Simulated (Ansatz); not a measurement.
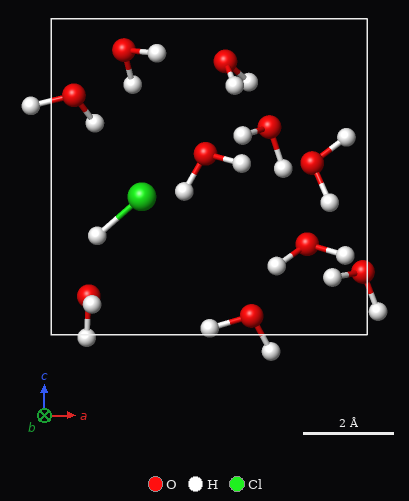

Starting frame of a dynamics run of a periodic cell with 10 H2O + 1 HCl at 1.025 g/cm³. Style: ball-and-stick. Shown: the simulation cell, along the b axis.

These are results of DFT PBEsol, scalar-relativistic, plane waves, PAW (Ansatz), not measurements.

The input:
```yaml
accuracy: low
crystal:
  lattice:
    - [7.054004, 0.0, 0.0]
    - [0.0, 7.054004, 0.0]
    - [0.0, 0.0, 7.054004]
  atoms:
    - { symbol: O, position: [0.63064321, 0.12051492, 0.05547406] }
    - { symbol: H, position: [0.69202173, 0.17412328, -0.05702625] }
    - { symbol: H, position: [0.49804905, 0.1037453, 0.01630665] }
    - { symbol: O, position: [0.11521944, 0.22061927, 0.11785903] }
    - { symbol: H, position: [0.10855551, 0.27522302, -0.01321608] }
    - { symbol: H, position: [0.12549529, 0.08480266, 0.09206304] }
    - { symbol: O, position: [0.48477795, 1.03923662, 0.56874502] }
    - { symbol: H, position: [0.59934919, 0.96249426, 0.537854] }
    - { symbol: H, position: [0.41757827, 1.05713937, 0.44964874] }
    - { symbol: O, position: [0.22666092, 0.86129686, 0.89711401] }
    - { symbol: H, position: [0.25411364, 0.94313444, 0.787887] }
    - { symbol: H, position: [0.33080056, 0.7641696, 0.88706475] }
    - { symbol: O, position: [0.54770574, 0.64704489, 0.86135309] }
    - { symbol: H, position: [0.62176057, 0.74340479, 0.79569443] }
    - { symbol: H, position: [0.57704107, 0.53158979, 0.78484646] }
    - { symbol: O, position: [0.06812015, 0.31576351, 0.75403605] }
    - { symbol: H, position: [0.13450902, 0.40073097, 0.66565298] }
    - { symbol: H, position: [-0.06803039, 0.32593814, 0.72053905] }
    - { symbol: O, position: [0.82248775, 0.85394734, 0.53946429] }
    - { symbol: H, position: [0.87769236, 0.82512299, 0.41408955] }
    - { symbol: H, position: [0.9307546, 0.88265208, 0.6209253] }
    - { symbol: O, position: [0.68714043, 0.34934316, 0.65340617] }
    - { symbol: H, position: [0.60233968, 0.23847461, 0.62662571] }
    - { symbol: H, position: [0.73064905, 0.38381895, 0.52212565] }
    - { symbol: O, position: [0.98301396, 0.71738765, 0.19483731] }
    - { symbol: H, position: [0.88649308, 0.61357313, 0.17716944] }
    - { symbol: H, position: [1.03083279, 0.75699971, 0.06922842] }
    - { symbol: O, position: [0.80687246, 0.38740941, 0.28256093] }
    - { symbol: H, position: [0.7100535, 0.3104341, 0.21351752] }
    - { symbol: H, position: [0.92711864, 0.31747402, 0.2469229] }
    - { symbol: Cl, position: [0.28327315, 0.57252823, 0.43274222] }
    - { symbol: H, position: [0.14195683, 0.62938874, 0.30914395] }
basis:
  ecutwfc: 420.0
kpoints:
  mp_grid: { grid: [1, 1, 1] }
hamiltonian:
  xc: pbesol
scf:
  occupations: { method: fermi_dirac, width: 0.02 }
  lower_state_search: "off"
md:
  timestep: 0.5
  n_steps: 300
  ensemble: nvt_langevin
  temperature: 400.0
  initial_velocities: maxwell_boltzmann
  seed: 658294
  friction: 0.02
```

Launched with:
```bash
ansatz run input.yaml --threads 1 --pin off --max-ram 3072MiB --backend cpu --events-out ev --progress --plain --runs-dir out
```

> What does the trajectory do?

Over the second half the temperature averages 450 K (spread ±75 K). The potential energy in the second half lies on average 32.6 meV per atom above the first frame. In the second half of the run the atoms are, in the root-mean-square, this far from where they began (common drift taken out): H 0.74 Å, O 0.52 Å, Cl 0.37 Å. The heavy atoms stay within a fraction of a molecule's size of their starting places; so short a run doesn't tell a liquid from a solid. Bond changes: one H–O bond forms at about 62 fs.

Along the run (each row but the first and the last is the mean over the interval that it begins):

| time (fs) | potential energy (meV/atom) | T (K) |
| --- | --- | --- |
| 0.0 | 0.0 | 388 |
| 18.5 | 32.8 | 325 |
| 37.0 | 38.2 | 339 |
| 55.5 | 34.7 | 384 |
| 74.0 | 34.9 | 378 |
| 92.5 | 32.3 | 516 |
| 111.0 | 34.5 | 502 |
| 129.5 | 29.4 | 413 |
| 148.0 | 29.7 | 367 |

The paths of the atoms:

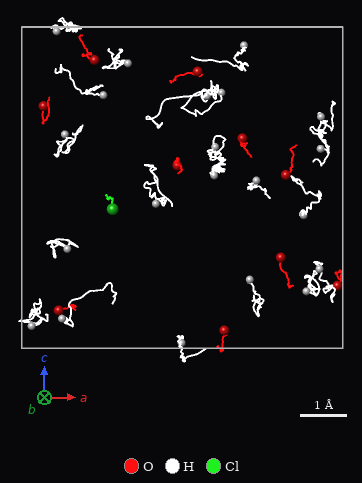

Limits of the set-up: the program's low-accuracy preset was used; the periodic images lie only 7.1 Å apart, so the values are limited by the cell's size.

Cost: 7.1 min on 1 thread of Arm Neoverse V2, with other jobs on the host, peak memory 0.41 GiB.
